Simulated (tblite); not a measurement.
# C$_{4}$H$_{4}$NSi: geometry relaxation (part 1 of 3)

The run: geometry relaxation of C$_{4}$H$_{4}$NSi, multiplicity 2, SMILES [C]#C[SiH2]CC#N. Method and program: GFN2-xTB geometry optimisation, gas phase (tblite 0.8.0).

It belongs to a series of runs on one base structure; here: H removed from sp C.

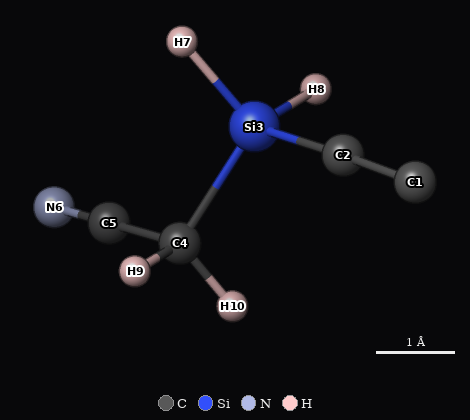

Figure 1. The structure as given in the input (ball-and-stick view, seen at a tilt; atoms are numbered from 1 in the order of the input). Bond lengths as drawn: C–C 1.46 to 1.56 Å, C–H 1.09 to 1.11 Å, C–N 1.16 Å, C–Si 1.86 Å and H–Si 1.49 Å.

Summary

- outcome: converged
- total energy: −408.8309 eV
- hardware: 1 CPU thread, shared host
- peak memory: 0.18 GiB

Input
```
{"job": {"kind": "relax", "xc": "GFN2-xTB", "basis": "xTB"}, "charge": 0, "multiplicity": 2}
C      3.716600    -0.457900    -0.031300
C      2.260800     0.099700    -0.039100
Si     0.506200     0.716000    -0.023400
C     -0.696900    -0.698000     0.016500
C     -2.085700    -0.244900     0.035300
N     -3.191700     0.117500     0.027600
H      0.279500     1.604100     1.147800
H      0.258500     1.540900    -1.241500
H     -0.504900    -1.313600     0.920400
H     -0.533500    -1.359100    -0.834700
```

The first line tells a small driver script what to run in tblite; the rest is the geometry in Å.

Run as:
```bash
OMP_NUM_THREADS=1 python <driver script> task.json out
```

What the program printed
```
step      E/eV     max force
  0    -405.85062    9.136
  1    -408.02084    8.492
  2    -401.87200   66.393
  3    -408.38976    6.345
  4    -408.56836    4.517
  5    -408.71199    1.708
  6    -408.73613    1.353
  7    -408.76611    0.909
  8    -408.78466    0.897
  9    -408.79886    0.462
 10    -408.80838    0.360
 11    -408.81375    0.379
 12    -408.81815    0.346
 13    -408.82095    0.196
 14    -408.82288    0.178
 15    -408.82412    0.154
 16    -408.82500    0.125
 17    -408.82560    0.079
 18    -408.82595    0.071
 19    -408.82622    0.070
 20    -408.82654    0.059
 21    -408.82693    0.093
 22    -408.82732    0.084
 23    -408.82765    0.067
 24    -408.82796    0.063
 25    -408.82834    0.080
 26    -408.82878    0.097
 27    -408.82912    0.066
 28    -408.82928    0.035
 29    -408.82936    0.040
 30    -408.82946    0.051
 31    -408.82962    0.065
 32    -408.82984    0.070
 33    -408.83005    0.050
 34    -408.83019    0.040
 35    -408.83031    0.048
 36    -408.83042    0.045
 37    -408.83052    0.031
 38    -408.83056    0.018
 39    -408.83058    0.015
 40    -408.83059    0.015
 41    -408.83063    0.029
 42    -408.83068    0.040
 43    -408.83076    0.039
 44    -408.83082    0.019
 45    -408.83084    0.010
 46    -408.83085    0.011
 47    -408.83086    0.012
 48    -408.83087    0.013
 49    -408.83089    0.012
 50    -408.83090    0.012
 51    -408.83090    0.009
```

Trajectory as extended XYZ (Å, eV, eV/Å), 52 frames, from step=0 to step=51
```
10
Properties=species:S:1:pos:R:3:forces:R:3 step=0 energy=-405.85062
C     3.7166   -0.4579   -0.0313   -8.5330   3.2630  -0.0450
C     2.2608    0.0997   -0.0391    7.7720  -3.1410   0.0630
Si    0.5062    0.7160   -0.0234    1.1610   1.7590  -0.1430
C    -0.6969   -0.6980    0.0165   -1.4390  -1.1080   0.5750
C    -2.0857   -0.2449    0.0353   -1.2440   0.3490  -0.1210
N    -3.1917    0.1175    0.0276    2.4600  -0.7800   0.0530
H     0.2795    1.6041    1.1478    0.1280  -0.3190  -0.1570
H     0.2585    1.5409   -1.2415    0.1380  -0.3260   0.2220
H    -0.5049   -1.3136    0.9204   -0.2600   0.2870  -0.3280
H    -0.5335   -1.3591   -0.8347   -0.1840   0.0170  -0.1180
10
Properties=species:S:1:pos:R:3:forces:R:3 step=1 energy=-408.02084
C     3.5947   -0.4113   -0.0320   -7.9400   3.0120  -0.0360
C     2.3718    0.0548   -0.0382    6.0900  -2.4400   0.0530
Si    0.5228    0.7411   -0.0254    1.1960   0.1120  -0.0700
C    -0.7174   -0.7138    0.0247   -0.3890   0.1360   0.0600
C    -2.1035   -0.2399    0.0335    5.8900  -2.1100  -0.0270
N    -3.1565    0.1063    0.0284   -4.7300   1.6240  -0.0020
H     0.2813    1.5995    1.1455    0.2110  -0.1590   0.0150
H     0.2605    1.5362   -1.2383    0.2110  -0.1700   0.0170
H    -0.5086   -1.3095    0.9157   -0.2740  -0.0050   0.0350
H    -0.5361   -1.3588   -0.8364   -0.2640   0.0010  -0.0470
10
Properties=species:S:1:pos:R:3:forces:R:3 step=2 energy=-401.87200
C     3.4078   -0.3400   -0.0329   60.6720 -22.8780   0.2640
C     2.5330   -0.0102   -0.0369  -62.1340  23.3940  -0.2460
Si    0.5491    0.7676   -0.0281    0.2230  -0.7750   0.0340
C    -0.7415   -0.7289    0.0335    1.3190   0.6100  -0.5430
C    -2.0752   -0.2514    0.0316    0.3290  -0.3190   0.0220
N    -3.1579    0.1077    0.0291   -0.4680   0.2740  -0.0040
H     0.2849    1.5936    1.1434    0.2490   0.0090   0.1970
H     0.2642    1.5301   -1.2350    0.2270   0.0080  -0.2270
H    -0.5146   -1.3054    0.9112   -0.1620  -0.3220   0.4820
H    -0.5409   -1.3586   -0.8385   -0.2540  -0.0010   0.0220
10
Properties=species:S:1:pos:R:3:forces:R:3 step=3 energy=-408.38976
C     3.5668   -0.4003   -0.0322   -5.9350   2.2450  -0.0270
C     2.3778    0.0498   -0.0377    4.1700  -1.6970   0.0440
Si    0.5409    0.7543   -0.0270    0.8510  -0.3350  -0.0150
C    -0.7294   -0.7204    0.0287    0.8900   0.1660  -0.2050
C    -2.0692   -0.2533    0.0324   -2.1640   0.5780  -0.0180
N    -3.1731    0.1127    0.0288    2.1630  -0.6370   0.0160
H     0.2843    1.5959    1.1447    0.2090  -0.0850   0.0920
H     0.2635    1.5324   -1.2369    0.1980  -0.0870  -0.0950
H    -0.5129   -1.3078    0.9142   -0.1760  -0.1430   0.2290
H    -0.5399   -1.3587   -0.8376   -0.2070  -0.0050  -0.0220
10
Properties=species:S:1:pos:R:3:forces:R:3 step=4 energy=-408.56836
C     3.5414   -0.3907   -0.0323   -4.2280   1.5910  -0.0190
C     2.3755    0.0490   -0.0374    2.6830  -1.1140   0.0360
Si    0.5533    0.7466   -0.0271    0.5970  -0.0920  -0.0210
C    -0.7150   -0.7156    0.0247    0.1380   0.1780   0.0690
C    -2.0820   -0.2513    0.0324    1.5480  -0.5590  -0.0300
N    -3.1597    0.1095    0.0289   -0.8640   0.3360   0.0120
H     0.2876    1.5949    1.1464    0.2430  -0.1460   0.0090
H     0.2666    1.5314   -1.2386    0.2350  -0.1370  -0.0120
H    -0.5156   -1.3105    0.9182   -0.1860  -0.0170   0.0280
H    -0.5432   -1.3588   -0.8378   -0.1660  -0.0410  -0.0720
10
Properties=species:S:1:pos:R:3:forces:R:3 step=5 energy=-408.71199
C     3.4935   -0.3725   -0.0325   -0.1510   0.0540  -0.0030
C     2.3704    0.0471   -0.0365   -0.9830   0.2850   0.0170
Si    0.5762    0.7445   -0.0279    0.0710   0.0000  -0.0020
C    -0.7049   -0.7119    0.0249    0.0830   0.0600   0.0560
C    -2.0745   -0.2564    0.0313    1.6450  -0.4610  -0.0190
N    -3.1501    0.1084    0.0294   -0.9800   0.3480   0.0090
H     0.2955    1.5903    1.1474    0.2710  -0.1540  -0.0220
H     0.2742    1.5269   -1.2396    0.2600  -0.1390   0.0080
H    -0.5220   -1.3120    0.9209   -0.1200   0.0160  -0.0280
H    -0.5494   -1.3597   -0.8399   -0.0960  -0.0090  -0.0170
10
Properties=species:S:1:pos:R:3:forces:R:3 step=6 energy=-408.73613
C     3.4797   -0.3673   -0.0326    0.3610  -0.1380  -0.0010
C     2.3604    0.0489   -0.0361   -1.2920   0.4000   0.0140
Si    0.5807    0.7455   -0.0281   -0.1000  -0.0010   0.0020
C    -0.7016   -0.7120    0.0257    0.1780   0.0330   0.0010
C    -2.0654   -0.2585    0.0308    0.5330  -0.0640  -0.0110
N    -3.1482    0.1084    0.0297   -0.0490   0.0320   0.0070
H     0.3006    1.5872    1.1471    0.2570  -0.1240   0.0080
H     0.2791    1.5241   -1.2396    0.2450  -0.1130  -0.0210
H    -0.5247   -1.3119    0.9208   -0.0750  -0.0150   0.0130
H    -0.5517   -1.3599   -0.8403   -0.0580  -0.0110  -0.0110
10
Properties=species:S:1:pos:R:3:forces:R:3 step=7 energy=-408.76611
C     3.4552   -0.3581   -0.0329    0.4120  -0.1560  -0.0010
C     2.3342    0.0542   -0.0352   -0.8770   0.2380   0.0110
Si    0.5836    0.7467   -0.0283   -0.3990   0.0610   0.0010
C    -0.6926   -0.7114    0.0265    0.2060  -0.0530  -0.0500
C    -2.0496   -0.2599    0.0299   -0.5830   0.3320   0.0010
N    -3.1403    0.1070    0.0302    0.8120  -0.2540   0.0020
H     0.3128    1.5807    1.1473    0.2110  -0.0520   0.0790
H     0.2908    1.5181   -1.2402    0.1990  -0.0520  -0.0860
H    -0.5295   -1.3123    0.9214    0.0030  -0.0460   0.0500
H    -0.5557   -1.3603   -0.8412    0.0150  -0.0170  -0.0060
10
Properties=species:S:1:pos:R:3:forces:R:3 step=8 energy=-408.78466
C     3.4340   -0.3501   -0.0331    0.1670  -0.0670  -0.0010
C     2.3086    0.0588   -0.0343   -0.2360  -0.0060   0.0090
Si    0.5785    0.7482   -0.0285   -0.5460   0.1310  -0.0040
C    -0.6829   -0.7114    0.0263    0.0860  -0.1290  -0.0400
C    -2.0372   -0.2587    0.0293   -0.7630   0.3770   0.0060
N    -3.1296    0.1047    0.0306    0.8590  -0.2570  -0.0010
H     0.3259    1.5750    1.1489    0.1530   0.0220   0.1500
H     0.3032    1.5128   -1.2424    0.1420   0.0120  -0.1520
H    -0.5331   -1.3135    0.9226    0.0630  -0.0510   0.0460
H    -0.5585   -1.3611   -0.8420    0.0760  -0.0310  -0.0130
10
Properties=species:S:1:pos:R:3:forces:R:3 step=9 energy=-408.79886
C     3.4179   -0.3442   -0.0333   -0.1440   0.0430  -0.0010
C     2.2877    0.0611   -0.0334    0.2360  -0.1760   0.0070
Si    0.5647    0.7513   -0.0286   -0.4180   0.1450  -0.0070
C    -0.6751   -0.7131    0.0257   -0.0730  -0.1710  -0.0060
C    -2.0280   -0.2556    0.0290   -0.4160   0.2010   0.0050
N    -3.1183    0.1024    0.0308    0.4310  -0.0940  -0.0010
H     0.3386    1.5711    1.1530    0.0910   0.0830   0.2020
H     0.3152    1.5090   -1.2469    0.0810   0.0670  -0.2020
H    -0.5347   -1.3151    0.9241    0.1000  -0.0480   0.0270
H    -0.5591   -1.3623   -0.8429    0.1130  -0.0490  -0.0240
10
Properties=species:S:1:pos:R:3:forces:R:3 step=10 energy=-408.80838
C     3.4066   -0.3403   -0.0334   -0.2690   0.0840   0.0000
C     2.2738    0.0608   -0.0327    0.3060  -0.1900   0.0050
Si    0.5477    0.7558   -0.0289   -0.1340   0.1150  -0.0050
C    -0.6715   -0.7172    0.0254   -0.1510  -0.1480   0.0190
C    -2.0220   -0.2523    0.0288    0.0490  -0.0420   0.0030
N    -3.1089    0.1014    0.0309   -0.1070   0.1070   0.0000
H     0.3493    1.5701    1.1600    0.0420   0.1020   0.1970
H     0.3253    1.5078   -1.2542    0.0320   0.0880  -0.2000
H    -0.5339   -1.3172    0.9256    0.1110  -0.0490   0.0120
H    -0.5574   -1.3643   -0.8441    0.1210  -0.0660  -0.0310
10
Properties=species:S:1:pos:R:3:forces:R:3 step=11 energy=-408.81375
C     3.3994   -0.3381   -0.0335   -0.2000   0.0550   0.0000
C     2.2661    0.0591   -0.0321    0.1410  -0.1180   0.0040
Si    0.5358    0.7604   -0.0291    0.0560   0.0800  -0.0020
C    -0.6717   -0.7222    0.0254   -0.1160  -0.0770   0.0190
C    -2.0190   -0.2507    0.0288    0.2060  -0.1670   0.0020
N    -3.1043    0.1024    0.0310   -0.3250   0.1950   0.0000
H     0.3564    1.5713    1.1675    0.0160   0.0830   0.1430
H     0.3318    1.5086   -1.2620    0.0070   0.0730  -0.1480
H    -0.5315   -1.3195    0.9268    0.1030  -0.0530   0.0040
H    -0.5542   -1.3666   -0.8453    0.1100  -0.0700  -0.0240
10
Properties=species:S:1:pos:R:3:forces:R:3 step=12 energy=-408.81815
C     3.3925   -0.3364   -0.0336   -0.0520   0.0000   0.0000
C     2.2594    0.0564   -0.0316   -0.0820  -0.0250   0.0040
Si    0.5268    0.7660   -0.0293    0.1550   0.0450   0.0020
C    -0.6734   -0.7279    0.0256   -0.0300   0.0120   0.0060
C    -2.0178   -0.2511    0.0289    0.1330  -0.2010   0.0020
N    -3.1022    0.1057    0.0310   -0.2870   0.1930   0.0000
H     0.3627    1.5739    1.1766   -0.0010   0.0420   0.0570
H     0.3375    1.5106   -1.2714   -0.0070   0.0380  -0.0620
H    -0.5273   -1.3225    0.9280    0.0840  -0.0480  -0.0110
H    -0.5493   -1.3700   -0.8467    0.0870  -0.0560   0.0020
10
Properties=species:S:1:pos:R:3:forces:R:3 step=13 energy=-408.82095
C     3.3877   -0.3355   -0.0336    0.0510  -0.0390   0.0000
C     2.2544    0.0538   -0.0312   -0.1950   0.0240   0.0030
Si    0.5236    0.7707   -0.0294    0.1300   0.0260   0.0020
C    -0.6750   -0.7316    0.0257    0.0310   0.0620  -0.0070
C    -2.0190   -0.2538    0.0289   -0.0290  -0.1540   0.0020
N    -3.1027    0.1103    0.0311   -0.0990   0.1240  -0.0010
H     0.3664    1.5764    1.1834   -0.0050   0.0070  -0.0140
H     0.3407    1.5128   -1.2785   -0.0100   0.0060   0.0120
H    -0.5228   -1.3254    0.9285    0.0630  -0.0290  -0.0320
H    -0.5444   -1.3731   -0.8475    0.0630  -0.0270   0.0340
10
Properties=species:S:1:pos:R:3:forces:R:3 step=14 energy=-408.82288
C     3.3839   -0.3351   -0.0336    0.0730  -0.0490   0.0000
C     2.2499    0.0516   -0.0309   -0.1770   0.0230   0.0020
Si    0.5238    0.7745   -0.0294    0.0390   0.0160   0.0010
C    -0.6758   -0.7330    0.0257    0.0460   0.0710  -0.0120
C    -2.0219   -0.2582    0.0290   -0.1420  -0.0790   0.0010
N    -3.1039    0.1155    0.0311    0.0830   0.0410  -0.0010
H     0.3686    1.5785    1.1878   -0.0050  -0.0130  -0.0590
H     0.3424    1.5145   -1.2830   -0.0070  -0.0130   0.0590
H    -0.5185   -1.3278    0.9282    0.0450  -0.0020  -0.0490
H    -0.5397   -1.3758   -0.8472    0.0440   0.0050   0.0560
10
Properties=species:S:1:pos:R:3:forces:R:3 step=15 energy=-408.82412
C     3.3810   -0.3351   -0.0336    0.0300  -0.0360   0.0010
C     2.2459    0.0499   -0.0307   -0.0790  -0.0080   0.0020
Si    0.5248    0.7773   -0.0294   -0.0470   0.0090   0.0000
C    -0.6758   -0.7326    0.0256    0.0270   0.0500  -0.0080
C    -2.0249   -0.2630    0.0291   -0.1440  -0.0210  -0.0010
N    -3.1044    0.1200    0.0311    0.1540  -0.0120   0.0000
H     0.3698    1.5795    1.1894   -0.0050  -0.0140  -0.0680
H     0.3433    1.5153   -1.2847   -0.0060  -0.0140   0.0710
H    -0.5148   -1.3293    0.9269    0.0350   0.0200  -0.0520
H    -0.5359   -1.3773   -0.8460    0.0340   0.0270   0.0560
10
Properties=species:S:1:pos:R:3:forces:R:3 step=16 energy=-408.82500
C     3.3783   -0.3353   -0.0336   -0.0310  -0.0180   0.0010
C     2.2421    0.0482   -0.0305    0.0200  -0.0390   0.0010
Si    0.5245    0.7793   -0.0294   -0.0860  -0.0030   0.0000
C    -0.6754   -0.7313    0.0254   -0.0010   0.0170  -0.0020
C    -2.0273   -0.2675    0.0291   -0.0670   0.0090  -0.0020
N    -3.1037    0.1235    0.0311    0.1220  -0.0270   0.0000
H     0.3707    1.5800    1.1892   -0.0080  -0.0020  -0.0540
H     0.3439    1.5156   -1.2846   -0.0090  -0.0030   0.0560
H    -0.5116   -1.3300    0.9250    0.0300   0.0320  -0.0380
H    -0.5326   -1.3779   -0.8442    0.0300   0.0350   0.0360
```
